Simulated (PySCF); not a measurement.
# C₄H₁₀Si: electronic excitations at several levels of theory, part 2 of 2

PySCF 2.14.0. Atoms count from 0. The steps go on from the part before.

## (9) TDDFT and polarisability: wB97X-D/def2-SVPD

Job settings and geometry (Å):

```
{"job": {"kind": "uv", "xc": "wB97X-D", "basis": "def2-SVPD", "ip": true}, "charge": 0, "multiplicity": 1}
C      2.116825    -0.464090    -1.087138
C      1.738148    -0.139739     0.152494
C      0.769792     0.933592     0.520273
Si    -0.933641     0.219714     0.964567
C     -1.671441    -0.691109    -0.500912
H      1.754484     0.088269    -1.960513
H      2.808907    -1.289470    -1.272297
H      2.134377    -0.731436     0.988284
H      0.631921     1.648264    -0.308856
H      1.127440     1.507632     1.392121
H     -1.832258     1.340653     1.391174
H     -0.778072    -0.711758     2.127991
H     -2.639557    -1.145989    -0.242239
H     -0.990030    -1.489169    -0.834082
H     -1.831075    -0.004685    -1.347179
```

Level: TDDFT wB97X-D/def2-SVPD, vertical, gas phase, core orbitals frozen in the response.

Standard output:

```text
coarse grid: 12168 points
cycle   1  E = -447.5808537042  dE =  2.115e-01  |g| = 2.857e-01  |ddm| = 4.702e+00
cycle   2  E = -447.5960096972  dE = -1.516e-02  |g| = 1.875e-01  |ddm| = 7.530e-01
cycle   3  E = -447.6051784900  dE = -9.169e-03  |g| = 2.535e-02  |ddm| = 2.956e-01
cycle   4  E = -447.6054060857  dE = -2.276e-04  |g| = 9.054e-03  |ddm| = 9.797e-02
cycle   5  E = -447.6054273849  dE = -2.130e-05  |g| = 2.813e-03  |ddm| = 1.967e-02
cycle   6  E = -447.6054300070  dE = -2.622e-06  |g| = 7.579e-04  |ddm| = 8.589e-03
final grid: 110480 points
cycle   7  E = -447.6710248674  dE = -6.755e-05  |g| = 3.193e-03  |ddm| = 1.132e-01
cycle   8  E = -447.6710267926  dE = -1.925e-06  |g| = 2.202e-03  |ddm| = 1.691e-02
cycle   9  E = -447.6710279976  dE = -1.205e-06  |g| = 3.342e-04  |ddm| = 3.313e-03
cycle  10  E = -447.6710280362  dE = -3.865e-08  |g| = 1.553e-04  |ddm| = 1.473e-03
cycle  11  E = -447.6710280426  dE = -6.359e-09  |g| = 4.044e-05  |ddm| = 3.145e-04
cycle  12  E = -447.6710280432  dE = -6.253e-10  |g| = 8.216e-06  |ddm| = 1.074e-04
converged SCF energy = -447.6710280432

Static polarisability (au): isotropic 78.072, principal 67.149 74.722 92.345

Singlet excitations
state   eV       nm        f      main configurations
  1   6.8006    182.3   0.36983   H->L 0.92
  2   7.1629    173.1   0.01525   H->L+1 0.62, H->L+2 0.14, H->L+3 0.14
  3   7.6745    161.6   0.01847   H->L+2 0.60, H->L+5 0.11, H->L+1 0.10
  4   7.9428    156.1   0.07386   H->L+5 0.46, H->L+4 0.31, H->L+2 0.15
  5   7.9707    155.5   0.00354   H->L+4 0.34, H->L+3 0.26, H->L+5 0.15
  6   8.1403    152.3   0.00225   H-4->L 0.39, H-3->L 0.30, H-2->L 0.13
  7   8.3770    148.0   0.07997   H->L+3 0.34, H->L+4 0.20, H->L+5 0.15
  8   8.5829    144.5   0.00614   H-1->L 0.48, H-2->L 0.13, H-4->L 0.08
  9   8.7004    142.5   0.00347   H->L+6 0.68, H-1->L 0.11
 10   8.8056    140.8   0.06058   H-1->L+1 0.24, H-2->L 0.19, H-3->L 0.17

Triplet excitations (Tamm-Dancoff, eV): 4.3314 7.0983 7.5675 7.6538
Vertical ionisation energy (delta-SCF) = 9.1452 eV
```

Wall time 54 s (1 thread of Arm Neoverse V1, shared host); peak memory 0.86 GiB.

This run: HOMO -8.92 eV, LUMO 1.86 eV; lowest singlet 6.80 eV.

## (10) Excited states and response: LC-wPBE/def2-SVPD

Same as in step 9 but for these lines:

```diff
@@ -1,2 +1,2 @@
-{"job": {"kind": "uv", "xc": "wB97X-D", "basis": "def2-SVPD", "ip": true}, "charge": 0, "multiplicity": 1}
+{"job": {"kind": "uv", "xc": "LC-wPBE", "basis": "def2-SVPD", "ip": true}, "charge": 0, "multiplicity": 1}
 C      2.116825    -0.464090    -1.087138
```

Level: TDDFT LC-wPBE/def2-SVPD, vertical, gas phase, core orbitals frozen in the response.

Standard output:

```text
coarse grid: 12168 points
cycle   1  E = -447.4328266212  dE =  2.843e-01  |g| = 2.577e-01  |ddm| = 4.710e+00
cycle   2  E = -447.4527353438  dE = -1.991e-02  |g| = 1.204e-01  |ddm| = 6.413e-01
cycle   3  E = -447.4564758661  dE = -3.741e-03  |g| = 3.990e-02  |ddm| = 2.479e-01
cycle   4  E = -447.4569612765  dE = -4.854e-04  |g| = 1.206e-02  |ddm| = 1.070e-01
cycle   5  E = -447.4569985854  dE = -3.731e-05  |g| = 2.598e-03  |ddm| = 2.360e-02
cycle   6  E = -447.4570015215  dE = -2.936e-06  |g| = 7.338e-04  |ddm| = 9.815e-03
final grid: 110480 points
cycle   7  E = -447.5341320485  dE = -2.131e-05  |g| = 3.729e-03  |ddm| = 5.165e-02
cycle   8  E = -447.5341341400  dE = -2.092e-06  |g| = 2.599e-03  |ddm| = 1.056e-02
cycle   9  E = -447.5341358533  dE = -1.713e-06  |g| = 2.256e-04  |ddm| = 3.606e-03
cycle  10  E = -447.5341358700  dE = -1.662e-08  |g| = 1.598e-04  |ddm| = 7.201e-04
cycle  11  E = -447.5341358772  dE = -7.231e-09  |g| = 2.391e-05  |ddm| = 2.999e-04
cycle  12  E = -447.5341358776  dE = -3.982e-10  |g| = 9.235e-06  |ddm| = 9.245e-05
converged SCF energy = -447.5341358776

Static polarisability (au): isotropic 75.998, principal 65.579 72.618 89.798

Singlet excitations
state   eV       nm        f      main configurations
  1   7.0106    176.9   0.39946   H->L 0.61, H->L+1 0.25
  2   7.6281    162.5   0.00889   H->L+1 0.34, H->L+3 0.21, H->L+2 0.16
  3   8.1827    151.5   0.00683   H->L+2 0.29, H->L+5 0.12, H->L+1 0.12
  4   8.2962    149.4   0.00052   H-4->L 0.20, H-3->L 0.15, H-4->L+1 0.11
  5   8.4484    146.8   0.08649   H->L+4 0.64, H->L+2 0.20
  6   8.5441    145.1   0.00355   H->L+5 0.37, H->L+3 0.21, H->L+1 0.10
  7   8.9547    138.5   0.08700   H->L+3 0.18, H->L+5 0.14, H->L+7 0.08
  8   8.9680    138.3   0.02247   H-1->L 0.14, H-3->L 0.11, H-4->L 0.10
  9   9.1866    135.0   0.00493   H->L+6 0.29, H-2->L+2 0.24
 10   9.2342    134.3   0.02455   H-2->L 0.22, H->L+6 0.16, H-2->L+2 0.12

Triplet excitations (Tamm-Dancoff, eV): 4.0800 7.4322 7.7023 8.0244
Vertical ionisation energy (delta-SCF) = 9.2846 eV
```

It took 69 s on 1 thread of Arm Neoverse V1, shared host; peak memory 0.83 GiB.

This run: HOMO -9.76 eV, LUMO 2.22 eV; lowest singlet 7.01 eV.

## (11) Excited states and response: PBE0/6-31G*

Same as in step 10 but for these lines:

```diff
@@ -1,2 +1,2 @@
-{"job": {"kind": "uv", "xc": "LC-wPBE", "basis": "def2-SVPD", "ip": true}, "charge": 0, "multiplicity": 1}
+{"job": {"kind": "uv", "xc": "PBE0", "basis": "6-31G*"}, "charge": 0, "multiplicity": 1}
 C      2.116825    -0.464090    -1.087138
```

Method: TDDFT PBE0/6-31G*, vertical, gas phase, core orbitals frozen in the response.

Standard output:

```text
coarse grid: 12168 points
cycle   1  E = -447.5740211061  dE =  1.450e-01  |g| = 4.391e-01  |ddm| = 3.182e+00
cycle   2  E = -447.5659929543  dE =  8.028e-03  |g| = 4.677e-01  |ddm| = 8.559e-01
cycle   3  E = -447.6263453064  dE = -6.035e-02  |g| = 2.266e-02  |ddm| = 4.704e-01
cycle   4  E = -447.6264912597  dE = -1.460e-04  |g| = 9.115e-03  |ddm| = 4.033e-02
cycle   5  E = -447.6265131963  dE = -2.194e-05  |g| = 3.249e-03  |ddm| = 1.223e-02
cycle   6  E = -447.6265159078  dE = -2.712e-06  |g| = 9.318e-04  |ddm| = 3.699e-03
final grid: 110480 points
cycle   7  E = -447.5745557382  dE = -1.396e-05  |g| = 7.594e-03  |ddm| = 1.534e-02
cycle   8  E = -447.5745488821  dE =  6.856e-06  |g| = 9.199e-03  |ddm| = 1.571e-02
cycle   9  E = -447.5745714667  dE = -2.258e-05  |g| = 1.205e-03  |ddm| = 8.759e-03
cycle  10  E = -447.5745718464  dE = -3.798e-07  |g| = 1.427e-04  |ddm| = 1.090e-03
cycle  11  E = -447.5745718519  dE = -5.452e-09  |g| = 4.179e-05  |ddm| = 1.852e-04
cycle  12  E = -447.5745718523  dE = -4.439e-10  |g| = 1.347e-05  |ddm| = 5.220e-05
converged SCF energy = -447.5745718523

Static polarisability (au): isotropic 64.115, principal 52.753 59.631 79.962

Singlet excitations
state   eV       nm        f      main configurations
  1   7.1336    173.8   0.41296   H->L 0.92
  2   7.4491    166.4   0.01805   H->L+1 0.97
  3   7.7939    159.1   0.00523   H->L+2 0.97
  4   8.3070    149.3   0.00409   H-1->L 0.27, H-4->L 0.24, H-3->L 0.22
  5   8.3951    147.7   0.00162   H-1->L 0.65, H-2->L 0.19, H-4->L 0.10
  6   8.6844    142.8   0.01233   H->L+4 0.54, H-2->L 0.20, H-3->L 0.09
  7   8.7472    141.7   0.00451   H-3->L 0.31, H->L+4 0.18, H-2->L 0.17
  8   8.8615    139.9   0.04031   H->L+3 0.66, H-4->L 0.14, H-2->L 0.13
  9   8.9268    138.9   0.01047   H->L+5 0.28, H-4->L 0.21, H->L+3 0.18
 10   9.0543    136.9   0.01537   H->L+5 0.32, H-4->L 0.16, H-1->L+1 0.13

Triplet excitations (Tamm-Dancoff, eV): 4.2147 7.1578 7.5868 7.7192
```

Run time: 11 s. Hardware: 1 thread of Arm Neoverse V1, shared host; peak memory 0.56 GiB.

This run: HOMO -6.80 eV, LUMO 0.70 eV; lowest singlet 7.13 eV.

## (12) Comparing the runs: electronic excitations

Excitations and ground-state properties, with basis size and wall time:

| run | lowest singlet (eV) | brightest (eV) | f | gap (eV) | α (Å³) | μ (D) | functions | time |
| --- | --- | --- | --- | --- | --- | --- | --- | --- |
| HF/def2-SVPD | 7.07 | 7.07 | 0.453 | 12.09 | 11.02 | 0.33 | 184 | 19 s |
| LDA/def2-SVPD | 6.08 | 6.34 | 0.140 | 5.06 | 12.31 | 0.37 | 184 | 39 s |
| PBE/def2-SVPD | 6.05 | 6.38 | 0.194 | 5.13 | 12.07 | 0.37 | 184 | 58 s |
| B3LYP/def2-SVPD | 6.42 | 6.59 | 0.141 | 6.74 | 11.74 | 0.34 | 184 | 48 s |
| PBE0/def2-SVPD | 6.60 | 6.60 | 0.247 | 7.19 | 11.65 | 0.37 | 184 | 46 s |
| BHandHLYP/def2-SVPD | 6.82 | 6.82 | 0.328 | 9.08 | 11.36 | 0.33 | 184 | 49 s |
| CAM-B3LYP/def2-SVPD | 6.74 | 6.74 | 0.319 | 9.52 | 11.56 | 0.34 | 184 | 57 s |
| wB97X-D/def2-SVPD | 6.80 | 6.80 | 0.370 | 10.79 | 11.57 | 0.36 | 184 | 54 s |
| LC-wPBE/def2-SVPD | 7.01 | 7.01 | 0.399 | 11.98 | 11.26 | 0.36 | 184 | 69 s |
| PBE0/6-31G* | 7.13 | 7.13 | 0.413 | 7.51 | 9.50 | 0.42 | 94 | 11 s |

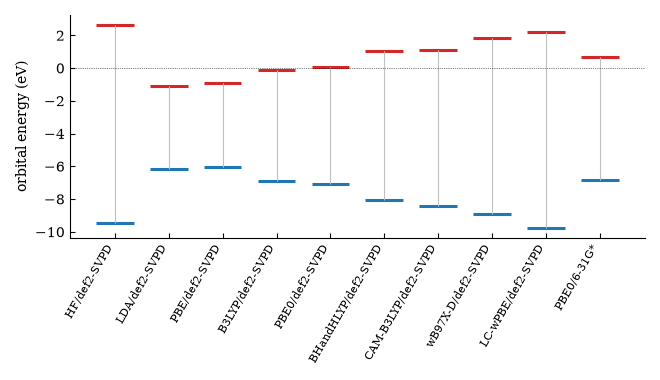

HOMO (blue) and LUMO (red) run by run.

## (13) Outcome

The summary covers parts 1 to 2.

```
                         quantity                        value
    lowest singlet (HF/def2-SVPD)  7.07 eV (175 nm), f = 0.453
                   lowest triplet                      3.62 eV
vertical ionisation energy (ΔSCF)                      8.04 eV
      range of the lowest singlet              6.05 to 7.13 eV
```

Single values in the summary come from the first sound run of each kind (HF/def2-SVPD), which need not be the best level. The first singlet state (HOMO→LUMO+5 0.32, HOMO→LUMO+4 0.22) lies at 7.07 eV and is bright. The lowest triplet lies 3.46 eV below the lowest singlet (triplets in Tamm-Dancoff, singlets in full TDDFT). At HF/def2-SVPD, the highest states lie near or above the ionisation energy, where they hang on the basis. ΔSCF puts the ionisation energy at 8.04 eV, 1.43 eV below −ε(HOMO). The lowest singlet runs from 6.05 eV (PBE/def2-SVPD) to 7.13 eV (PBE0/6-31G*), while the orbital gap spans 5.06 to 12.09 eV. The lowest state need not be the same one in every run.
